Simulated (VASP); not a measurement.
Band structure of C (diamond). These are RPBE GGA, VASP's PBE PAW potentials (set 64) (plane waves; VASP) values and carry that method's errors.

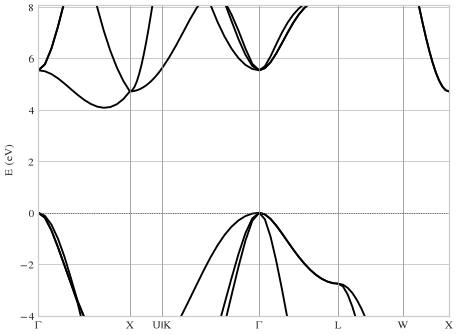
*Bands along high-symmetry lines, zero at the valence-band maximum or, without a gap, the Fermi level*

Q: Read the plot: is there a gap, and where are the band edges?

A: The gap is indirect, 4.08 eV, from the valence maximum at Γ to the conduction minimum at Γ-X at 0.71. (Edges off the drawn lines would not show.)

The compound is C in the diamond structure. It was relaxed first.
